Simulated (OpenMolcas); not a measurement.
Single-point calculation, with input and output: S2 (part 1 of 3)

S2 (sulfur dimer), computed with M06-2X/cc-pVTZ, RKS (OpenMolcas 26.06).

The geometry is that of the parent species in another charge or spin state.

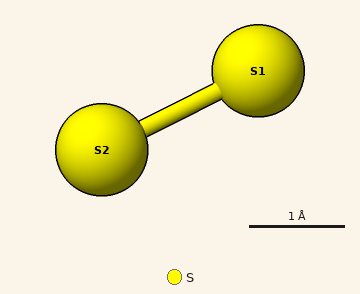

**Figure 1.** The input geometry (ball-and-stick view, seen at an oblique angle; atoms are numbered from 1 in the order of the input). Bond lengths as drawn: S–S 1.89 Å.

Input file:
```
&GATEWAY
BasLib
$CurrDir
Coord
2
bohr
S      0.00000000     0.00000000     0.00000000
S      0.00000000     0.00000000     3.57007059
Basis
cc-pVTZ
Group
NoSym
&SEWARD
GridInput
Grid=UltraFine
End of Grid
&SCF
KSDFT
M062X
Thresholds
1e-10 1e-07 1e-07 1e-05
PrOrbitals
1 2
```

Launch command:
```bash
export MOLCAS_MEM=1860
pymolcas job.inp > job.log
```

The program's output:
```
--- Start Module: gateway ---

                                              &GATEWAY

                       available to each process: 1.9 GB of memory, 1 thread

 Basis Set     1 Label: S.CC-PVTZ
 Basis set is read from library:.
 basistype.tbl is not found

++    Symmetry information:
      ---------------------

                    Character Table for C1

                             E
                    a        1  x, y, xy, Rz, z, xz, Ry, yz, Rx, I
--

++    Basis set information:
      ----------------------

      Basis set label: S.CC-PVTZ.........

      Electronic valence basis set:
      ------------------
      Associated Effective Charge  16.000000 au
      Associated Actual Charge     16.000000 au
      Nuclear Model: Point charge

      Shell  nPrim  nBasis  Cartesian Spherical Contaminant
         s      15       5        X
         p       9       4        X
         d       2       2                 X
         f       1       1                 X
--

++    Molecular structure info:
      -------------------------

                    ************************************************
                    **** Cartesian Coordinates / bohr, angstrom ****
                    ************************************************

     Center  Label                x              y              z                     x              y              z
        1      S1               0.000000       0.000000       0.000000              0.000000       0.000000       0.000000
        2      S2               0.000000       0.000000       3.570071              0.000000       0.000000       1.889200
--

            Nuclear Potential Energy             71.70726560 au

--- Stop Module: gateway /rc=_RC_ALL_IS_WELL_ ---

--- Start Module: seward ---

                                              &SEWARD

                       available to each process: 1.9 GB of memory, 1 thread

               SEWARD will generate:
                  Multipole Moment integrals up to order  2
                  Kinetic Energy integrals
                  Nuclear Attraction integrals (point charge)
                  One-Electron Hamiltonian integrals
                  Velocity integrals
                  Orbital angular momentum around (  0.0000   0.0000   1.7850 )
                  Velocity quadrupole around (  0.0000   0.0000   1.7850 )
                  Two-Electron Repulsion integrals

                   Integrals are discarded if absolute value <: 1.00E-14
                   Integral cutoff threshold is set to       <: 1.00E-16

            Nuclear Potential Energy             71.70726560 au

      Basis set specifications :
      Symmetry species         a
      Basis functions           68

--- Stop Module: seward /rc=_RC_ALL_IS_WELL_ ---

--- Start Module: scf ---

                                                &SCF

                       available to each process: 1.9 GB of memory, 1 thread

 ###############################################################################
 ###     Minimized-density-differences option turned off!                    ###
 ###############################################################################
++    Input section:
      --------------

      Header of the integral files:

      Cartesian coordinates in angstrom:
      -----------------------------------------------------
      No.  Label        X            Y            Z
      -----------------------------------------------------
       1   S1         0.00000000   0.00000000   0.00000000
       2   S2         0.00000000   0.00000000   1.88920000
      -----------------------------------------------------
      Nuclear repulsion energy =   71.70726560
--

++    Orbital specifications:
      -----------------------

      Symmetry species               1
                                     a
      Frozen orbitals                0
      Occupied orbitals             16
      Secondary orbitals            52
      Deleted orbitals               0
      Total number of orbitals      68
      Number of basis functions     68
--

      Molecular charge                           0.000

      Numerical integration parameters
      --------------------------------
      Radial quadrature type:                         MHL
      Size of radial grid:                            99
      Lebedev angular grid:                           41
      Angular grid pruned with the crowding factor:  1.00E+10
                                 and fading factor:  1.00E+01
      Screening threshold for integral computation:   1.00E-11
      Radial quadrature accuracy:                     1.00E-25
      Maximum batch size:                             128
      AO values are stored on disk
      The same grid will be used for all iterations.

      DFT functional specifications
      -----------------------------
      Using Libxc version: 6.2.2
      Please cite the following reference:
      S. Lehtola, C. Steigemann, M. J.T. Oliveira, and M. A.L. Marques.,  SoftwareX 7, 1–5 (2018) doi:10.1016/j.softx.2017.11.002

      * Minnesota M06-2X hybrid exchange functional
        - Y. Zhao and D. G. Truhlar.,  Theor. Chem. Acc. 120, 215 (2008) doi:10.1007/s00214-007-0310-x
      * Minnesota M06-2X correlation functional
        - Y. Zhao and D. G. Truhlar.,  Theor. Chem. Acc. 120, 215 (2008) doi:10.1007/s00214-007-0310-x

++    Optimization specifications:
      ----------------------------

      SCF Algorithm: Conventional
      D(i)-D(i-1) density differences are used
      Number of density matrices in core                 5
      Maximum number of NDDO SCF iterations            400
      Maximum number of HF SCF iterations              400
      Threshold for SCF energy change             1.00E-10
      Threshold for density matrix                1.00E-07
      Threshold for Fock matrix                   1.00E-07
      Threshold for linear dependence             1.00E-09
      Threshold at which DIIS is turned on        1.50E-01
      Maximum depth in the DIIS procedure                5
      Maximum depth in the BFGS Hessian update          30
      Threshold at which QNR/C2DIIS is turned on  7.50E-02
      Threshold for Norm(delta) (QNR/C2DIIS)      1.00E-05
      All orbitals punched on: SCFORB
--

      Input vectors read from INPORB
      Orbital file label: *Guess orbitals

++ Convergence information
                                   M062X      iterations: Energy and convergence statistics

Iter     Tot. M062X      One-elec.       Two-elec.     Energy      Max Dij or  Max Fij      DNorm      TNorm      AccCon     Time
         Energy          Energy          Energy        Change      Delta Norm                                                in Sec.
   1  -796.161541508 -1263.721912541   395.853105435   0.00E+00    3.53E-01*   1.64E-01*    8.11E+00   1.62E+02   None         1.
   2  -796.269598438 -1269.117167961   401.140303925  -1.08E-01*   1.58E-01*   7.19E-02*    2.11E+00   1.64E+02   EDIIS        0.
   3  -796.312675751 -1264.602441100   396.582499751  -4.31E-02*   7.66E-02*   3.69E-02*    1.23E+00   1.63E+02   EDIIS        0.
   4  -796.329688311 -1267.119970724   399.083016815  -1.70E-02*   5.22E-03*   1.04E-02*    4.08E-01   1.63E+02   c2DIIS       0.
   5  -796.332960575 -1266.368723753   398.328497580  -3.27E-03*   9.93E-04*   4.04E-04*    4.71E-02   1.63E+02   QNRc2DIIS    0.
   6  -796.332962249 -1266.370285963   398.330058116  -1.67E-06*   3.94E-04*   1.66E-04*    9.44E-03   1.63E+02   QNRc2DIIS    0.
   7  -796.332962429 -1266.372902699   398.332674672  -1.80E-07*   8.85E-05*   4.55E-05*    2.74E-03   1.63E+02   QNRc2DIIS    0.
   8  -796.332962444 -1266.370369082   398.330141040  -1.53E-08*   2.06E-05*   8.64E-06*    5.51E-04   1.63E+02   QNRc2DIIS    0.
   9  -796.332962445 -1266.370994779   398.330766736  -9.07E-10*   8.68E-07    1.89E-06*    1.54E-04   1.63E+02   QNRc2DIIS    0.
  10  -796.332962445 -1266.371010795   398.330782752  -3.07E-12    1.59E-06    1.89E-06*    5.91E-06   1.63E+02   QNRc2DIIS    0.
  11  -796.332962445 -1266.371010684   398.330782641  -1.44E-11    1.27E-05*   1.89E-06*    6.48E-06   1.63E+02   QNRc2DIIS    0.
  12  -796.332962445 -1266.371009159   398.330781116  -1.01E-10*   8.96E-06    1.89E-06*    5.19E-05   1.63E+02   QNRc2DIIS    0.
  13  -796.332962445 -1266.371010479   398.330782435  -7.06E-11    1.15E-07    1.89E-06*    3.57E-05   1.63E+02   QNRc2DIIS    0.
  14  -796.332962445 -1266.371010887   398.330782844  -1.36E-12    4.70E-06    1.89E-06*    5.78E-07   1.63E+02   QNRc2DIIS    0.
  15  -796.332962445 -1266.371010652   398.330782609  -3.67E-11    5.61E-06    1.89E-06*    1.86E-05   1.63E+02   QNRc2DIIS    0.
  16  -796.332962446 -1266.371010544   398.330782501  -4.54E-11    6.41E-06    1.89E-06*    2.23E-05   1.63E+02   QNRc2DIIS    0.
  17  -796.332962446 -1266.371010442   398.330782399  -4.99E-11    5.15E-06    1.89E-06*    2.55E-05   1.63E+02   QNRc2DIIS    0.
  18  -796.332962446 -1266.371010396   398.330782353  -4.22E-11    4.39E-06    1.89E-06*    2.04E-05   1.63E+02   QNRc2DIIS    0.
  19  -796.332962446 -1266.371010388   398.330782344  -3.46E-11    5.25E-06    1.89E-06*    1.74E-05   1.63E+02   QNRc2DIIS    0.
  20  -796.332962446 -1266.371010386   398.330782342  -4.02E-11    5.36E-06    1.89E-06*    2.08E-05   1.63E+02   QNRc2DIIS    0.
  21  -796.332962446 -1266.371010383   398.330782339  -4.32E-11    5.32E-06    1.89E-06*    2.13E-05   1.63E+02   QNRc2DIIS    0.
  22  -796.332962446 -1266.371010380   398.330782337  -4.20E-11    5.10E-06    1.89E-06*    2.11E-05   1.63E+02   QNRc2DIIS    0.
  23  -796.332962446 -1266.371010380   398.330782336  -4.20E-11    5.08E-06    1.89E-06*    2.02E-05   1.63E+02   QNRc2DIIS    0.
  24  -796.332962446 -1266.371010379   398.330782335  -3.90E-11    5.22E-06    1.89E-06*    2.02E-05   1.63E+02   QNRc2DIIS    0.
  25  -796.332962446 -1266.371010378   398.330782334  -4.25E-11    5.22E-06    1.89E-06*    2.07E-05   1.63E+02   QNRc2DIIS    0.
  26  -796.332962446 -1266.371010378   398.330782334  -4.06E-11    5.19E-06    1.89E-06*    2.07E-05   1.63E+02   QNRc2DIIS    0.
  27  -796.332962446 -1266.371010378   398.330782334  -4.23E-11    5.16E-06    1.89E-06*    2.06E-05   1.63E+02   QNRc2DIIS    0.
  28  -796.332962446 -1266.371010378   398.330782334  -4.00E-11    5.17E-06    1.89E-06*    2.05E-05   1.63E+02   QNRc2DIIS    0.
  29  -796.332962446 -1266.371010378   398.330782334  -4.22E-11    5.19E-06    1.89E-06*    2.05E-05   1.63E+02   QNRc2DIIS    0.
  30  -796.332962446 -1266.371010378   398.330782334  -4.13E-11    5.03E-01*   1.89E-06*    2.06E-05   1.63E+02   QNRc2DIIS    0.
  31  -796.332054344 -1266.365705588   398.326385646   9.08E-04*   9.77E-03*   1.37E-02*    1.96E+00   1.63E+02   QNRc2DIIS    0.
  32  -796.331986448 -1266.365530016   398.326277969   6.79E-05*   1.59E-03*   1.41E-02*    3.86E-02   1.63E+02   QNRc2DIIS    0.
  33  -796.331997698 -1266.365561492   398.326298196  -1.12E-05*   3.39E-02*   1.40E-02*    6.29E-03   1.63E+02   QNRc2DIIS    0.
  34  -796.331730542 -1266.364842135   398.325845995   2.67E-04*   5.45E-01*   1.54E-02*    1.34E-01   1.63E+02   QNRc2DIIS    0.
  35  -796.332962443 -1266.370981068   398.330753027  -1.23E-03*   2.82E-04*   9.56E-06*    2.11E+00   1.63E+02   QNRc2DIIS    0.
  36  -796.332962441 -1266.370981976   398.330753938   2.29E-09*   3.72E-06    9.26E-06*    1.12E-03   1.63E+02   QNRc2DIIS    0.
  37  -796.332962441 -1266.370986196   398.330758158   1.02E-10*   2.44E-05*   9.50E-06*    1.52E-05   1.63E+02   QNRc2DIIS    0.
  38  -796.332962441 -1266.370980579   398.330752540   6.03E-11*   2.77E-05*   8.12E-06*    9.66E-05   1.63E+02   QNRc2DIIS    0.
  39  -796.332962440 -1266.370977352   398.330749314   9.68E-10*   6.36E-04*   1.35E-05*    1.07E-04   1.63E+02   QNRc2DIIS    0.
  40  -796.332962434 -1266.370946047   398.330718015   5.20E-09*   1.45E-03*   1.40E-05*    2.52E-03   1.63E+02   QNRc2DIIS    0.
  41  -796.332962422 -1266.370978958   398.330750937   1.20E-08*   2.93E-04*   1.45E-05*    5.75E-03   1.63E+02   QNRc2DIIS    0.
  42  -796.332962420 -1266.370979360   398.330751342   2.19E-09*   4.83E-04*   1.45E-05*    1.16E-03   1.63E+02   QNRc2DIIS    0.
  43  -796.332962416 -1266.370971060   398.330743046   3.86E-09*   1.78E-03*   1.45E-05*    1.91E-03   1.63E+02   QNRc2DIIS    0.
  44  -796.332962431 -1266.370951941   398.330723913  -1.44E-08*   6.04E-02*   1.39E-05*    7.03E-03   1.63E+02   QNRc2DIIS    0.
  45  -796.332962535 -1266.370559794   398.330331661  -1.05E-07*   2.61E-02*   2.53E-04*    2.41E-01   1.63E+02   QNRc2DIIS    0.
  46  -796.332962682 -1266.370962385   398.330734105  -1.47E-07*   1.43E-02*   2.79E-05*    1.04E-01   1.63E+02   QNRc2DIIS    0.
  47  -796.332962789 -1266.370978363   398.330749976  -1.07E-07*   3.07E-02*   2.63E-05*    5.71E-02   1.63E+02   QNRc2DIIS    0.
  48  -796.332962829 -1266.370926090   398.330697664  -3.98E-08*   1.47E-01*   2.10E-04*    1.23E-01   1.63E+02   QNRc2DIIS    0.
  49  -796.332960813 -1266.370806306   398.330579894   2.02E-06*   1.32E-01*   5.56E-04*    5.82E-01   1.63E+02   QNRc2DIIS    0.
  50  -796.332962900 -1266.370956106   398.330727609  -2.09E-06*   1.35E-02*   4.22E-05*    5.23E-01   1.63E+02   QNRc2DIIS    0.
  51  -796.332962940 -1266.370929464   398.330700925  -4.08E-08*   1.85E-04*   1.24E-04*    5.42E-02   1.63E+02   QNRc2DIIS    0.
  52  -796.332962941 -1266.370932343   398.330703804  -8.38E-10*   4.70E-05*   1.21E-04*    7.42E-04   1.63E+02   QNRc2DIIS    0.
  53  -796.332962941 -1266.370932241   398.330703702   1.80E-10*   1.24E-04*   1.21E-04*    1.89E-04   1.63E+02   QNRc2DIIS    0.
  54  -796.332962940 -1266.370931453   398.330702915   7.93E-10*   1.21E-02*   1.21E-04*    4.99E-04   1.63E+02   QNRc2DIIS    0.
  55  -796.332962882 -1266.370915757   398.330687278   5.83E-08*   4.38E-02*   9.16E-05*    4.86E-02   1.63E+02   QNRc2DIIS    0.
  56  -796.332963162 -1266.370959708   398.330730948  -2.80E-07*   1.08E-02*   5.79E-05*    1.76E-01   1.63E+02   QNRc2DIIS    0.
  57  -796.332963202 -1266.371016869   398.330788069  -3.94E-08*   2.40E-02*   8.87E-05*    4.37E-02   1.63E+02   QNRc2DIIS    0.
  58  -796.332963044 -1266.371046572   398.330817930   1.58E-07*   2.47E-03*   1.24E-04*    9.70E-02   1.63E+02   QNRc2DIIS    0.
  59  -796.332963025 -1266.371020236   398.330791613   1.91E-08*   5.64E-03*   1.30E-04*    9.93E-03   1.63E+02   QNRc2DIIS    0.
  60  -796.332963070 -1266.371015158   398.330786491  -4.50E-08*   3.40E-02*   1.16E-04*    2.27E-02   1.63E+02   QNRc2DIIS    0.
  61  -796.332962903 -1266.370991878   398.330763377   1.67E-07*   1.91E-02*   4.90E-05*    1.37E-01   1.63E+02   QNRc2DIIS    0.
  62  -796.332962743 -1266.370985635   398.330757294   1.60E-07*   4.96E-02*   1.04E-04*    7.63E-02   1.63E+02   QNRc2DIIS    0.
  63  -796.332960854 -1266.370756299   398.330529847   1.89E-06*   6.52E-02*   6.66E-04*    1.98E-01   1.63E+02   QNRc2DIIS    0.
  64  -796.332962879 -1266.370950346   398.330721869  -2.03E-06*   4.79E-03*   4.92E-05*    2.60E-01   1.63E+02   QNRc2DIIS    0.
  65  -796.332962844 -1266.370968836   398.330740394   3.57E-08*   1.28E-03*   5.81E-05*    1.92E-02   1.63E+02   QNRc2DIIS    0.
  66  -796.332962859 -1266.370913290   398.330684833  -1.58E-08*   4.05E-03*   3.66E-05*    5.12E-03   1.63E+02   QNRc2DIIS    0.
  67  -796.332962829 -1266.370918857   398.330690430   3.01E-08*   2.14E-02*   4.51E-05*    1.62E-02   1.63E+02   QNRc2DIIS    0.
  68  -796.332962965 -1266.370868253   398.330639690  -1.35E-07*   7.74E-02*   6.13E-05*    8.59E-02   1.63E+02   QNRc2DIIS    0.
  69  -796.332962195 -1266.370833709   398.330605917   7.70E-07*   1.46E-01*   5.68E-04*    3.12E-01   1.63E+02   QNRc2DIIS    0.
  70  -796.332911225 -1266.369775676   398.329598854   5.10E-05*   2.82E-01*   3.56E-03*    5.94E-01   1.63E+02   QNRc2DIIS    0.
  71  -796.332962483 -1266.370927314   398.330699233  -5.13E-05*   3.89E-02*   1.60E-04*    1.13E+00   1.63E+02   QNRc2DIIS    0.
  72  -796.332961399 -1266.370813715   398.330586718   1.08E-06*   5.73E-02*   5.05E-04*    1.54E-01   1.63E+02   QNRc2DIIS    0.
  73  -796.332962693 -1266.370961329   398.330733038  -1.29E-06*   2.42E-02*   6.27E-05*    2.27E-01   1.63E+02   QNRc2DIIS    0.
  74  -796.332962876 -1266.370979249   398.330750776  -1.82E-07*   8.90E-03*   1.53E-05*    9.66E-02   1.63E+02   QNRc2DIIS    0.
  75  -796.332962813 -1266.370980092   398.330751681   6.22E-08*   1.05E-02*   2.51E-05*    3.56E-02   1.63E+02   QNRc2DIIS    0.
  76  -796.332962732 -1266.370975391   398.330747061   8.13E-08*   1.20E-03*   5.13E-05*    4.20E-02   1.63E+02   QNRc2DIIS    0.
  77  -796.332962747 -1266.370997273   398.330768929  -1.44E-08*   7.32E-03*   3.04E-05*    4.81E-03   1.63E+02   QNRc2DIIS    0.
  78  -796.332962539 -1266.370645250   398.330417112   2.07E-07*   1.74E-01*   2.77E-04*    2.93E-02   1.63E+02   QNRc2DIIS    0.
  79  -796.332949875 -1266.370535753   398.330320280   1.27E-05*   1.49E-01*   1.89E-03*    7.02E-01   1.63E+02   QNRc2DIIS    0.
  80  -796.332962968 -1266.370982006   398.330753440  -1.31E-05*   3.20E-02*   1.62E-05*    6.03E-01   1.63E+02   QNRc2DIIS    0.
  81  -796.332963112 -1266.370949622   398.330720912  -1.44E-07*   2.80E-02*   1.14E-04*    1.29E-01   1.63E+02   QNRc2DIIS    0.
  82  -796.332962988 -1266.370973090   398.330744504   1.24E-07*   2.63E-02*   4.09E-05*    1.13E-01   1.63E+02   QNRc2DIIS    0.
  83  -796.332962813 -1266.370961286   398.330732875   1.75E-07*   8.51E-02*   4.60E-05*    1.06E-01   1.63E+02   QNRc2DIIS    0.
  84  -796.332960224 -1266.370736996   398.330511174   2.59E-06*   1.27E-01*   7.53E-04*    3.37E-01   1.63E+02   QNRc2DIIS    0.
  85  -796.332963075 -1266.370970838   398.330742166  -2.85E-06*   7.64E-03*   5.76E-05*    5.04E-01   1.63E+02   QNRc2DIIS    0.
  86  -796.332963107 -1266.370962923   398.330734219  -3.18E-08*   3.54E-03*   8.12E-05*    3.08E-02   1.63E+02   QNRc2DIIS    0.
  87  -796.332963085 -1266.370963438   398.330734755   2.12E-08*   1.65E-03*   8.35E-05*    1.43E-02   1.63E+02   QNRc2DIIS    0.
  88  -796.332963082 -1266.370953242   398.330724562   3.21E-09*   2.19E-03*   1.02E-04*    6.64E-03   1.63E+02   QNRc2DIIS    0.
  89  -796.332963113 -1266.370968053   398.330739342  -3.08E-08*   5.41E-02*   7.26E-05*    8.83E-03   1.63E+02   QNRc2DIIS    0.
  90  -796.332963224 -1266.370922468   398.330693646  -1.11E-07*   8.79E-04*   2.04E-04*    2.19E-01   1.63E+02   QNRc2DIIS    0.
  91  -796.332963219 -1266.370947887   398.330719070   4.64E-09*   8.10E-03*   2.05E-04*    3.57E-03   1.63E+02   QNRc2DIIS    0.
  92  -796.332963297 -1266.370961350   398.330732456  -7.73E-08*   2.84E-02*   1.18E-04*    3.28E-02   1.63E+02   QNRc2DIIS    0.
  93  -796.332963218 -1266.371002180   398.330773365   7.88E-08*   1.36E-02*   2.42E-05*    1.15E-01   1.63E+02   QNRc2DIIS    0.
  94  -796.332963285 -1266.371022764   398.330793882  -6.69E-08*   6.24E-02*   1.44E-05*    5.50E-02   1.63E+02   QNRc2DIIS    0.
  95  -796.332963218 -1266.370880498   398.330651682   6.70E-08*   6.19E-02*   2.61E-04*    2.53E-01   1.63E+02   QNRc2DIIS    0.
  96  -796.332963267 -1266.371026615   398.330797750  -4.97E-08*   6.97E-03*   6.96E-05*    2.51E-01   1.63E+02   QNRc2DIIS    0.
  97  -796.332963301 -1266.371029980   398.330801081  -3.33E-08*   4.71E-03*   6.52E-05*    2.82E-02   1.63E+02   QNRc2DIIS    0.
  98  -796.332963323 -1266.371022967   398.330794047  -2.22E-08*   1.49E-02*   6.11E-05*    1.91E-02   1.63E+02   QNRc2DIIS    0.
  99  -796.332963394 -1266.371006257   398.330777265  -7.10E-08*   1.60E-02*   2.36E-05*    6.05E-02   1.63E+02   QNRc2DIIS    0.
 100  -796.332963328 -1266.370999487   398.330770561   6.56E-08*   2.12E-03*   3.66E-05*    6.49E-02   1.63E+02   QNRc2DIIS    0.
 101  -796.332963241 -1266.371151152   398.330922314   8.71E-08*   1.49E-01*   1.33E-04*    8.60E-03   1.63E+02   QNRc2DIIS    0.
```
